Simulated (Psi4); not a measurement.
**B3LYP/aug-cc-pVDZ run of BH2SeF (SMILES FB[SeH])**

Aim: the vertical ionisation energy of BH2SeF at B3LYP/aug-cc-pVDZ, from 2 runs. 

Program for the calculation: Psi4 1.11.

3 further runs of the same task are left out: 3 set aside as unsound or not needed.

### Step 1. Starting point

BH2SeF: 5 atoms, total charge 0, spin state singlet. As SMILES, `FB[SeH]`. The shape is that of a PBE0-D4/def2-TZVP optimisation. This is one conformer, not always the lowest.

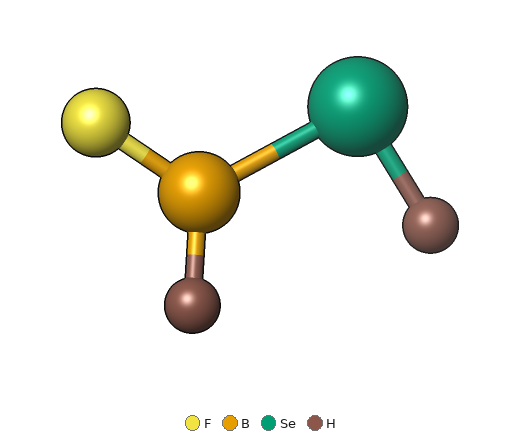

Viewed from a chosen angle; fluorine yellow, boron amber, selenium teal, hydrogen brown.

### Step 2. Energy and forces at B3LYP/aug-cc-pVDZ

Contents of bfh2se.xyz:

```xyz
5
BFH2Se
F     -0.285900    -1.627200     0.824300
B     -0.277500    -0.532200     0.087000
Se     1.102200     0.780000     0.426200
H     -1.106900    -0.379300    -0.757500
H      0.618000     1.685000    -0.621400
```

Contents of bfh2se.py:

```python
import psi4

psi4.set_memory(1600000000)
psi4.set_num_threads(1)
psi4.core.set_output_file('output.dat', False)

with open('bfh2se.xyz') as f:
    atoms = ''.join(f.readlines()[2:])
m = psi4.geometry('0 1\n' + atoms + 'symmetry c1')

psi4.set_options({
    'basis': 'aug-cc-pVDZ',
    'puream': True,
    'e_convergence': 1e-09,
    'd_convergence': 1e-08,
    'scf_type': 'pk',
    'dft_radial_points': 99,
    'dft_spherical_points': 590,
})

result, w = psi4.gradient("b3lyp", return_wfn=True)
print('gradient / Eh bohr^-1')
print(result.np.round(6))
print(f'energy = {w.energy():.10f} Eh')
```

On the command line:

```bash
$ python bfh2se.py
```

output.dat:

```text
[...]
  Running in c1 symmetry.
[...]
  Nuclear repulsion =  147.962723906407064
[...]
  Multiplicity = 1
[...]
  Nalpha       = 25
  Nbeta        = 25
[...]
    Number of basis functions: 100
[...]
   @RKS iter   1: -2527.14903156725359   -2.36249e+00   1.03588e-02 DIIS/ADIIS
[...]
   @RKS iter  11: -2527.54355277223294   -4.09273e-12   5.33455e-09 DIIS
[...]
    Orbital Energies [Eh]
    ---------------------
    Doubly Occupied:
       1A   -453.936615     2A    -58.124792     3A    -52.178398
       4A    -52.177012     5A    -52.176320     6A    -24.732733
       7A     -7.850967     8A     -6.847029     9A     -5.795257
      10A     -5.790210    11A     -5.786685    12A     -2.144340
      13A     -2.142929    14A     -2.139686    15A     -2.135706
      16A     -2.135699    17A     -1.240172    18A     -0.734404
      19A     -0.573966    20A     -0.496974    21A     -0.477909
      22A     -0.444246    23A     -0.398009    24A     -0.320067
      25A     -0.277792
[...]
  @RKS Final Energy: -2527.54355277223294
   => Energetics <=
    Nuclear Repulsion Energy =            147.9627239064070636
    One-Electron Energy =               -3810.8493192051819278
    Two-Electron Energy =                1217.7773156696123351
    DFT Exchange-Correlation Energy =     -82.4342731430702571
    Empirical Dispersion Energy =           0.0000000000000000
    VV10 Nonlocal Energy =                  0.0000000000000000
    Total Energy =                      -2527.5435527722324878
[...]
 Multipole Moments:
 ------------------------------------------------------------------------------------
     Multipole            Electronic (a.u.)      Nuclear  (a.u.)        Total (a.u.)
 ------------------------------------------------------------------------------------
 L = 1.  Multiply by 2.5417464519 to convert [e a0] to [Debye]
 Dipole X            :          4.2979231           -4.3618521           -0.0639290
 Dipole Y            :          3.1846254           -2.8070104            0.3776150
 Dipole Z            :          1.6707043           -1.9845942           -0.3138899
 Magnitude           :                                                    0.4951837
[...]
  -Total Gradient:
     Atom            X                  Y                   Z
    ------   -----------------  -----------------  -----------------
       1       -0.000152377884     0.016300926177    -0.011222808525
       2        0.002573291563    -0.012873122107     0.011055400394
       3       -0.004987892423    -0.000385896307    -0.004192620173
       4        0.001380527545     0.000072654547     0.001180850991
       5        0.001195696525    -0.003103950356     0.003180204127
[...]
```

Standard output:

```text
Memory set to   1.490 GiB by Python driver.
  Threads set to 1 by Python driver.
gradient / Eh bohr^-1
[[-1.5200e-04  1.6301e-02 -1.1223e-02]
 [ 2.5730e-03 -1.2873e-02  1.1055e-02]
 [-4.9880e-03 -3.8600e-04 -4.1930e-03]
 [ 1.3810e-03  7.3000e-05  1.1810e-03]
 [ 1.1960e-03 -3.1040e-03  3.1800e-03]]
energy = -2527.5435527722 Eh
```

Run time: 41 s. Hardware: 1 thread of Intel Xeon 6975P-C (Granite Rapids), shared host; peak memory 0.99 GiB.

### Step 3. The doublet cation at the same level

bfh2se.xyz is that of step 2.

Contents of bfh2se.py:

```python
import psi4

psi4.set_memory('1600 MB')
psi4.set_num_threads(1)
psi4.set_output_file('output.dat', False)

with open('bfh2se.xyz') as f:
    atoms = ''.join(f.readlines()[2:])
m = psi4.geometry('1 2\n' + atoms + 'symmetry c1')

psi4.set_options({
    'basis': 'aug-cc-pVDZ',
    'reference': 'uks',
    'puream': True,
    'e_convergence': 1e-09,
    'd_convergence': 1e-08,
    'scf_type': 'pk',
    'dft_radial_points': 99,
    'dft_spherical_points': 590,
    'maxiter': 200,
})

E, wfn = psi4.gradient("B3LYP", return_wfn=True)
print('gradient / Eh bohr^-1')
print(E.np.round(6))
print(f'energy = {wfn.energy():.10f} Eh')
```

On the command line:

```bash
$ python bfh2se.py
```

output.dat:

```text
[...]
  Running in c1 symmetry.
[...]
  Nuclear repulsion =  147.962723906407064
[...]
  Multiplicity = 2
[...]
  Nalpha       = 25
  Nbeta        = 24
[...]
    Number of basis functions: 100
[...]
   @UKS iter   1: -2526.92238734930561   -2.13585e+00   9.05546e-03 DIIS/ADIIS
[...]
   @UKS iter  12: -2527.16589811030553   -1.04592e-11   7.95249e-09 DIIS
[...]
   @S^2 Observed:                7.524947346E-01
[...]
    Orbital Energies [Eh]
    ---------------------
    Alpha Occupied:
       1A   -454.266098     2A    -58.452397     3A    -52.508239
       4A    -52.504724     5A    -52.503343     6A    -24.957501
       7A     -8.179224     8A     -7.091832     9A     -6.126326
      10A     -6.117841    11A     -6.113035    12A     -2.473426
      13A     -2.471903    14A     -2.468169    15A     -2.463238
      16A     -2.462008    17A     -1.459252    18A     -1.049210
      19A     -0.796153    20A     -0.726702    21A     -0.697151
      22A     -0.693659    23A     -0.665362    24A     -0.600424
      25A     -0.570778
    Alpha Virtual:
[...]
  @UKS Final Energy: -2527.16589811030553
   => Energetics <=
    Nuclear Repulsion Energy =            147.9627239064070636
    One-Electron Energy =               -3796.2596726446818138
    Two-Electron Energy =                1203.3266509816946837
    DFT Exchange-Correlation Energy =     -82.1956003537256663
    Empirical Dispersion Energy =           0.0000000000000000
    VV10 Nonlocal Energy =                  0.0000000000000000
    Total Energy =                      -2527.1658981103059887
[...]
 Multipole Moments:
 ------------------------------------------------------------------------------------
     Multipole            Electronic (a.u.)      Nuclear  (a.u.)        Total (a.u.)
 ------------------------------------------------------------------------------------
 L = 1.  Multiply by 2.5417464519 to convert [e a0] to [Debye]
 Dipole X            :          4.2643750           -4.3618521           -0.0974771
 Dipole Y            :          3.6230217           -2.8070104            0.8160113
 Dipole Z            :          1.3426259           -1.9845942           -0.6419683
 Magnitude           :                                                    1.0428324
[...]
  -Total Gradient:
     Atom            X                  Y                   Z
    ------   -----------------  -----------------  -----------------
       1       -0.008449969808    -0.013000445261     0.001297868620
       2        0.047587012599     0.048050424093     0.009801421178
       3       -0.038767174971    -0.023559897155    -0.018581989569
       4       -0.003146118123    -0.003919766538    -0.000142214084
       5        0.002785834405    -0.007559557596     0.007626144043
[...]
```

The script printed:

```text
Memory set to   1.490 GiB by Python driver.
  Threads set to 1 by Python driver.
gradient / Eh bohr^-1
[[-0.00845  -0.013     0.001298]
 [ 0.047587  0.04805   0.009801]
 [-0.038767 -0.02356  -0.018582]
 [-0.003146 -0.00392  -0.000142]
 [ 0.002786 -0.00756   0.007626]]
energy = -2527.1658981103 Eh
```

Run time: 50 s. Hardware: 1 thread of Intel Xeon 6975P-C (Granite Rapids), shared host; peak memory 0.99 GiB.

### Step 4. Outcome

At B3LYP/aug-cc-pVDZ:

| quantity | value |
| --- | --- |
| singlet BH2SeF: total energy | -2527.54355 Eh |
| singlet BH2SeF: dipole moment | 1.26 D |
| singlet BH2SeF: HOMO energy | -7.56 eV |
| singlet BH2SeF: LUMO energy | -1.15 eV |
| singlet BH2SeF: HOMO–LUMO gap | 6.41 eV |
| singlet BH2SeF: largest force on an atom | 1.018 eV/Å |
| doublet cation: total energy | -2527.16590 Eh |
| doublet cation: HOMO energy (highest over α and β) | -15.40 eV |
| doublet cation: LUMO energy (lowest over α and β) | -13.03 eV |
| doublet cation: ⟨S²⟩ | 0.752 |
| doublet cation: largest force on an atom | 3.514 eV/Å |
| vertical ionisation energy (to the doublet cation) | 10.277 eV |

In words: Removing an electron at fixed nuclei costs 10.28 eV (237 kcal/mol). The largest force (singlet BH2SeF) is 1.02 eV/Å: the shape isn't a stationary point for this species at this level. The negative HOMO energy of the first species, 7.56 eV, lies 2.72 eV below that difference.
